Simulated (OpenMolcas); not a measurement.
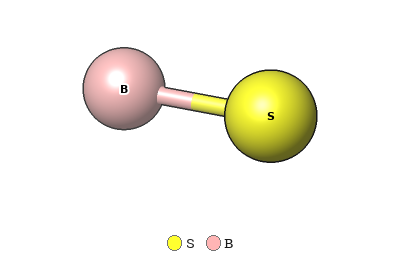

Figure 1. The molecule at the reference distance of 1.702 Å.

Relativistic diatomic calculation: SB⁻ (part 1 of 2)

SB⁻. Computed at this level: SA-CASSCF(8,7)/XMS-CASPT2 + RASSI spin-orbit (X2C scalar, AMFI), ANO-RCC-VTZP (OpenMolcas).

The input:
```
&GATEWAY
Coord
2
angstrom
S 0.0 0.0 0.0
B 0.0 0.0 1.7020
Basis=ANO-RCC-VTZP
Group=XY
RX2C
AMFI
ANGMom
0.0 0.0 0.0
RICD
&SEWARD
&GUESSORB
&RASSCF
FileOrb=$CurrDir/o11.orb
Symmetry=1
Spin=1
nActEl=8 0 0
Inactive=5 2
RAS2=3 4
CIRoot=4 4 1
Linear
Iterations=120 100
OrbListing=Nothing
PRWF=0.15
>>COPY $Project.RasOrb $CurrDir/o11.orb
>>COPY $Project.rasscf.h5 $CurrDir/r11.h5
&CASPT2
XMultistate=all
Imaginary=0.2
IPEA=0.25
MaxIter=40
>>COPY $Project.JobMix JOB001
&RASSCF
FileOrb=$CurrDir/o32.orb
Symmetry=2
Spin=3
nActEl=8 0 0
Inactive=5 2
RAS2=3 4
CIRoot=2 2 1
Linear
Iterations=120 100
OrbListing=Nothing
PRWF=0.15
>>COPY $Project.RasOrb $CurrDir/o32.orb
>>COPY $Project.rasscf.h5 $CurrDir/r32.h5
&CASPT2
XMultistate=all
Imaginary=0.2
IPEA=0.25
MaxIter=40
>>COPY $Project.JobMix JOB002
&RASSCF
CIOnly
FileOrb=$CurrDir/ref.orb
Symmetry=1
Spin=3
nActEl=8 0 0
Inactive=5 2
RAS2=3 4
CIRoot=5 5 1
Linear
Iterations=120 100
OrbListing=Nothing
PRWF=0.15
>>COPY $Project.RasOrb $CurrDir/o31.orb
>>COPY $Project.rasscf.h5 $CurrDir/r31.h5
&CASPT2
XMultistate=all
Imaginary=0.2
IPEA=0.25
MaxIter=40
>>COPY $Project.JobMix JOB003
&RASSCF
FileOrb=$CurrDir/o12.orb
Symmetry=2
Spin=1
nActEl=8 0 0
Inactive=5 2
RAS2=3 4
CIRoot=2 2 1
Linear
Iterations=120 100
OrbListing=Nothing
PRWF=0.15
>>COPY $Project.RasOrb $CurrDir/o12.orb
>>COPY $Project.rasscf.h5 $CurrDir/r12.h5
&CASPT2
XMultistate=all
Imaginary=0.2
IPEA=0.25
MaxIter=40
>>COPY $Project.JobMix JOB004
&RASSCF
FileOrb=$CurrDir/o52.orb
Symmetry=2
Spin=5
nActEl=8 0 0
Inactive=5 2
RAS2=3 4
CIRoot=2 2 1
Linear
Iterations=120 100
OrbListing=Nothing
PRWF=0.15
>>COPY $Project.RasOrb $CurrDir/o52.orb
>>COPY $Project.rasscf.h5 $CurrDir/r52.h5
&CASPT2
XMultistate=all
Imaginary=0.2
IPEA=0.25
MaxIter=40
>>COPY $Project.JobMix JOB005
&RASSI
Nr of JobIphs=5 4 2 5 2 2
1 2 3 4
1 2
1 2 3 4 5
1 2
1 2
SpinOrbit
EJob
Omega
MEES
MESO
Properties=4
'AngMom' 3 'Mltpl  1' 1 'Mltpl  1' 2 'Mltpl  1' 3
Thrs=1.0d-4
>>COPY $Project.rassi.h5 $CurrDir/so.h5
```

The first orbital files come from an earlier step.

Hardware: 1 thread of Arm Neoverse V1, 24 GiB of memory available, shared host.

Launched with:
```bash
pymolcas m.inp (one call a module block, same work directory)
```

Log (extracts):
```
++    Wave function specifications:
      Number of closed shell electrons          14
      Number of electrons in active shells       8
      Number of inactive orbitals                7
      Number of active orbitals                  7
      Number of secondary orbitals              50
      Spin quantum number                      0.0
      State symmetry                             1
++    Orbital specifications:
      Symmetry species                           1   2
                                                 a   b
      Frozen orbitals                            0   0
      Inactive orbitals                          5   2
      Active orbitals                            3   4
      RAS2 orbitals                              3   4
      Secondary orbitals                        26  24
      Number of basis functions                 34  30
      printout of CI-coefficients larger than  0.15 for root  1
      energy=    -423.374977
      conf/sym  111 2222     Coeff  Weight
           124  022 0u2d  -0.17310 0.02996
           128  022 u0d2   0.17310 0.02996
           130  022 0022   0.93645 0.87694
      printout of CI-coefficients larger than  0.15 for root  2
      energy=    -423.170090
      conf/sym  111 2222     Coeff  Weight
           123  022 u02d  -0.60108 0.36129
           124  022 0u2d   0.31943 0.10203
           128  022 u0d2   0.31943 0.10203
           129  022 0ud2   0.60108 0.36129
      printout of CI-coefficients larger than  0.15 for root  3
      energy=    -423.170090
      conf/sym  111 2222     Coeff  Weight
           123  022 u02d   0.31943 0.10203
           124  022 0u2d   0.60108 0.36129
           128  022 u0d2   0.60108 0.36129
           129  022 0ud2  -0.31943 0.10203
      printout of CI-coefficients larger than  0.15 for root  4
      energy=    -423.169016
      conf/sym  111 2222     Coeff  Weight
           123  022 u02d  -0.68818 0.47358
           129  022 0ud2  -0.68818 0.47359
      Natural orbitals and occupation numbers for root  1
      sym 1:   0.025050   1.976730   1.946398
      sym 2:   0.059998   0.059998   1.965913   1.965913
      Natural orbitals and occupation numbers for root  2
      sym 1:   0.018620   1.981746   1.905277
      sym 2:   0.543031   0.543030   1.504148   1.504147
      Natural orbitals and occupation numbers for root  3
      sym 1:   0.018620   1.981746   1.905277
      sym 2:   0.543031   0.543030   1.504148   1.504147
      Natural orbitals and occupation numbers for root  4
      sym 1:   0.018965   1.981621   1.939020
      sym 2:   0.533045   0.533045   1.497152   1.497152
      RASSCF energy for state  4                   -423.16901599
::    RASSCF root number  1 Total energy:   -423.37497727
::    RASSCF root number  2 Total energy:   -423.17009036
::    RASSCF root number  3 Total energy:   -423.17009036
::    RASSCF root number  4 Total energy:   -423.16901599
      Von Neumann Entropy (Root   1) =  0.48626
++    Wave function specifications:
      Number of closed shell electrons           2
      Number of electrons in active shells       8
      Number of inactive orbitals                1
      Number of active orbitals                  7
      Number of secondary orbitals              50
      Spin quantum number                      0.0
      State symmetry                             1
      Number of CSFs                           254
      Number of CASSCF root(s) available         4
      CASPT2 state passed to geometry opt.       4
      A file JOBMIX will be created
      This is a MULTI-STATE CASSCF reference
      Number of CI roots used                    4
      These are:                                 1   2   3   4
      Off-diagonal elements of Heff are computed
  FINAL CASPT2 RESULT:
      Reference energy:        -423.3749772663
      E2 (Non-variational):      -0.2191684364
      Shift correction:          -0.0027460337
      E2 (Variational):          -0.2219144701
      Total energy:            -423.5968917364
      Reference weight:           0.90245
  FINAL CASPT2 RESULT:
      Reference energy:        -423.1700903624
      E2 (Non-variational):      -0.2115692799
      Shift correction:          -0.0024277554
      E2 (Variational):          -0.2139970353
      Total energy:            -423.3840873977
      Reference weight:           0.90831
  FINAL CASPT2 RESULT:
      Reference energy:        -423.1700903624
      E2 (Non-variational):      -0.2113403330
      Shift correction:          -0.0024106880
      E2 (Variational):          -0.2137510210
      Total energy:            -423.3838413834
      Reference weight:           0.90859
  FINAL CASPT2 RESULT:
      Reference energy:        -423.1690159866
      E2 (Non-variational):      -0.2125545839
      Shift correction:          -0.0023793185
      E2 (Variational):          -0.2149339024
      Total energy:            -423.3839498890
      Reference weight:           0.90808
       Total XMS-CASPT2 energies:
::    XMS-CASPT2 Root  1     Total energy:   -423.59689174
::    XMS-CASPT2 Root  2     Total energy:   -423.38409032
::    XMS-CASPT2 Root  3     Total energy:   -423.38394988
::    XMS-CASPT2 Root  4     Total energy:   -423.38383846
++    Wave function specifications:
      Number of closed shell electrons          14
      Number of electrons in active shells       8
      Number of inactive orbitals                7
      Number of active orbitals                  7
      Number of secondary orbitals              50
      Spin quantum number                      1.0
      State symmetry                             2
      printout of CI-coefficients larger than  0.15 for root  1
      energy=    -423.284062
      conf/sym  111 2222     Coeff  Weight
           273  02u 0u22   0.96672 0.93455
      printout of CI-coefficients larger than  0.15 for root  2
      energy=    -423.284062
      conf/sym  111 2222     Coeff  Weight
           222  02u u022   0.96672 0.93455
      Natural orbitals and occupation numbers for root  1
      sym 1:   0.023379   1.971249   1.001222
      sym 2:   0.060770   1.009016   1.944625   1.989739
      Natural orbitals and occupation numbers for root  2
      sym 1:   0.023379   1.971249   1.001222
      sym 2:   1.009016   0.060770   1.989739   1.944625
      RASSCF energy for state  2                   -423.28406199
::    RASSCF root number  1 Total energy:   -423.28406199
::    RASSCF root number  2 Total energy:   -423.28406199
      Von Neumann Entropy (Root   1) =  1.29325
++    Wave function specifications:
      Number of closed shell electrons           2
      Number of electrons in active shells       8
      Number of inactive orbitals                1
      Number of active orbitals                  7
      Number of secondary orbitals              50
      Spin quantum number                      1.0
      State symmetry                             2
      Number of CSFs                           300
      Number of CASSCF root(s) available         2
      CASPT2 state passed to geometry opt.       2
      A file JOBMIX will be created
      This is a MULTI-STATE CASSCF reference
      Number of CI roots used                    2
      These are:                                 1   2
      Off-diagonal elements of Heff are computed
  FINAL CASPT2 RESULT:
      Reference energy:        -423.2840619935
      E2 (Non-variational):      -0.2069083485
      Shift correction:          -0.0023513421
      E2 (Variational):          -0.2092596905
      Total energy:            -423.4933216840
      Reference weight:           0.91046
  FINAL CASPT2 RESULT:
      Reference energy:        -423.2840619925
      E2 (Non-variational):      -0.2069083500
      Shift correction:          -0.0023513422
      E2 (Variational):          -0.2092596921
      Total energy:            -423.4933216846
      Reference weight:           0.91046
       Total XMS-CASPT2 energies:
::    XMS-CASPT2 Root  1     Total energy:   -423.49332168
::    XMS-CASPT2 Root  2     Total energy:   -423.49332168
++    Wave function specifications:
      Number of closed shell electrons          14
      Number of electrons in active shells       8
      Number of inactive orbitals                7
      Number of active orbitals                  7
      Number of secondary orbitals              50
      Spin quantum number                      1.0
      State symmetry                             1
      printout of CI-coefficients larger than  0.15 for root  1
      energy=    -423.198459
      conf/sym  111 2222     Coeff  Weight
           105  022 u0u2  -0.69156 0.47825
           149  022 0u2u   0.69156 0.47825
      printout of CI-coefficients larger than  0.15 for root  2
      energy=    -423.182267
      conf/sym  111 2222     Coeff  Weight
           105  022 u0u2  -0.69112 0.47764
           149  022 0u2u  -0.69112 0.47764
      printout of CI-coefficients larger than  0.15 for root  3
      energy=    -423.182267
      conf/sym  111 2222     Coeff  Weight
           102  022 u02u   0.69112 0.47764
           150  022 0uu2  -0.69112 0.47764
      printout of CI-coefficients larger than  0.15 for root  4
      energy=    -423.172990
      conf/sym  111 2222     Coeff  Weight
           102  022 u02u  -0.67779 0.45940
           150  022 0uu2  -0.67779 0.45940
           258  020 uu22   0.16300 0.02657
      printout of CI-coefficients larger than  0.15 for root  5
      energy=    -423.074611
      conf/sym  111 2222     Coeff  Weight
           258  020 uu22   0.64776 0.41959
           264  0ud uu22  -0.67430 0.45468
           276  0uu du22   0.18252 0.03332
      Natural orbitals and occupation numbers for root  1
      sym 1:   0.021496   1.979874   1.950758
      sym 2:   0.528484   0.528484   1.495452   1.495452
      Natural orbitals and occupation numbers for root  2
      sym 1:   0.018823   1.982720   1.945296
      sym 2:   0.530596   0.530596   1.495985   1.495985
      Natural orbitals and occupation numbers for root  3
      sym 1:   0.018823   1.982720   1.945296
      sym 2:   0.530596   0.530596   1.495985   1.495985
      Natural orbitals and occupation numbers for root  4
      sym 1:   0.018506   1.980499   1.879301
      sym 2:   0.551749   0.551749   1.509098   1.509098
      Natural orbitals and occupation numbers for root  5
      sym 1:   0.011849   1.884165   0.164220
      sym 2:   0.994872   0.994872   1.975011   1.975011
      RASSCF energy for state  5                   -423.07461069
::    RASSCF root number  1 Total energy:   -423.19845856
::    RASSCF root number  2 Total energy:   -423.18226733
::    RASSCF root number  3 Total energy:   -423.18226733
::    RASSCF root number  4 Total energy:   -423.17298961
::    RASSCF root number  5 Total energy:   -423.07461069
      Von Neumann Entropy (Root   1) =  1.76176
++    Wave function specifications:
      Number of closed shell electrons           2
      Number of electrons in active shells       8
      Number of inactive orbitals                1
      Number of active orbitals                  7
      Number of secondary orbitals              50
      Spin quantum number                      1.0
      State symmetry                             1
      Number of CSFs                           288
      Number of CASSCF root(s) available         5
      CASPT2 state passed to geometry opt.       5
      A file JOBMIX will be created
      This is a MULTI-STATE CASSCF reference
      Number of CI roots used                    5
      These are:                                 1   2   3   4   5
      Off-diagonal elements of Heff are computed
  FINAL CASPT2 RESULT:
      Reference energy:        -423.1984588556
      E2 (Non-variational):      -0.2109267322
      Shift correction:          -0.0025466656
      E2 (Variational):          -0.2134733979
      Total energy:            -423.4119322534
      Reference weight:           0.90716
  FINAL CASPT2 RESULT:
      Reference energy:        -423.1822676178
      E2 (Non-variational):      -0.2112949194
      Shift correction:          -0.0023889879
      E2 (Variational):          -0.2136839073
      Total energy:            -423.3959515251
      Reference weight:           0.90839
  FINAL CASPT2 RESULT:
      Reference energy:        -423.1822676178
      E2 (Non-variational):      -0.2113072675
      Shift correction:          -0.0023989763
      E2 (Variational):          -0.2137062439
      Total energy:            -423.3959738617
      Reference weight:           0.90828
  FINAL CASPT2 RESULT:
      Reference energy:        -423.1729898958
      E2 (Non-variational):      -0.2104502670
      Shift correction:          -0.0023104915
      E2 (Variational):          -0.2127607585
      Total energy:            -423.3857506544
      Reference weight:           0.90948
  FINAL CASPT2 RESULT:
      Reference energy:        -423.0746109800
      E2 (Non-variational):      -0.2487458967
      Shift correction:          -0.0057935571
      E2 (Variational):          -0.2545394538
      Total energy:            -423.3291504338
      Reference weight:           0.86884
       Total XMS-CASPT2 energies:
::    XMS-CASPT2 Root  1     Total energy:   -423.41193225
::    XMS-CASPT2 Root  2     Total energy:   -423.39597644
::    XMS-CASPT2 Root  3     Total energy:   -423.39594895
::    XMS-CASPT2 Root  4     Total energy:   -423.38681234
::    XMS-CASPT2 Root  5     Total energy:   -423.32808875
++    Wave function specifications:
      Number of closed shell electrons          14
      Number of electrons in active shells       8
      Number of inactive orbitals                7
      Number of active orbitals                  7
      Number of secondary orbitals              50
      Spin quantum number                      0.0
      State symmetry                             2
      printout of CI-coefficients larger than  0.15 for root  1
      energy=    -423.215443
      conf/sym  111 2222     Coeff  Weight
           159  02u d022   0.96844 0.93787
      printout of CI-coefficients larger than  0.15 for root  2
      energy=    -423.215443
      conf/sym  111 2222     Coeff  Weight
           160  02u 0d22   0.96844 0.93787
      Natural orbitals and occupation numbers for root  1
      sym 1:   0.031106   1.955111   1.008103
      sym 2:   1.018271   0.048948   1.978296   1.960164
      Natural orbitals and occupation numbers for root  2
      sym 1:   0.031106   1.955111   1.008103
      sym 2:   0.048948   1.018271   1.960164   1.978296
      RASSCF energy for state  2                   -423.21544261
::    RASSCF root number  1 Total energy:   -423.21544261
::    RASSCF root number  2 Total energy:   -423.21544261
      Von Neumann Entropy (Root   1) =  1.29447
++    Wave function specifications:
      Number of closed shell electrons           2
      Number of electrons in active shells       8
      Number of inactive orbitals                1
      Number of active orbitals                  7
      Number of secondary orbitals              50
      Spin quantum number                      0.0
      State symmetry                             2
      Number of CSFs                           236
      Number of CASSCF root(s) available         2
      CASPT2 state passed to geometry opt.       2
      A file JOBMIX will be created
      This is a MULTI-STATE CASSCF reference
      Number of CI roots used                    2
      These are:                                 1   2
      Off-diagonal elements of Heff are computed
  FINAL CASPT2 RESULT:
      Reference energy:        -423.2154426086
      E2 (Non-variational):      -0.2183593709
      Shift correction:          -0.0028131426
      E2 (Variational):          -0.2211725134
      Total energy:            -423.4366151220
      Reference weight:           0.90278
  FINAL CASPT2 RESULT:
      Reference energy:        -423.2154426083
      E2 (Non-variational):      -0.2183593711
      Shift correction:     SPIN-FREE ENERGIES:
  (Shifted by EMIN (a.u.) =       -423.5968917406)
 SF State       Relative EMIN(au)   Rel lowest level(eV)    D:o, cm**(-1)      Abs_M
     1             0.0000000000        0.0000000000              0.0000         0.0
     5             0.1035700560        2.8182847972          22730.9999         1.0
     6             0.1035700566        2.8182848146          22731.0000         1.0
    12             0.1602766186        4.3613489744          35176.6518         1.0
    13             0.1602766186        4.3613489744          35176.6518         1.0
     7             0.1849594867        5.0330040329          40593.9152         0.0
     8             0.2009153039        5.4671839370          44095.8123         2.0
     9             0.2009427905        5.4679318869          44101.8449         2.0
    10             0.2100793985        5.7165516536          46107.0985         0.0
     2             0.2128014208        5.7906216546          46704.5134         2.0
     3             0.2129418558        5.7944430862          46735.3353         0.0
     4             0.2130532793        5.7974750741          46759.7899         2.0
    14             0.2434188608        6.6237646406          53424.2647         1.0
    15             0.2434188616        6.6237646628          53424.2649         1.0
    11             0.2688029951        7.3145021225          58995.4382         0.0
```

(Continued in part 2.) Outcome of the run: converged; whether the anion is bound against detachment isn't tested.
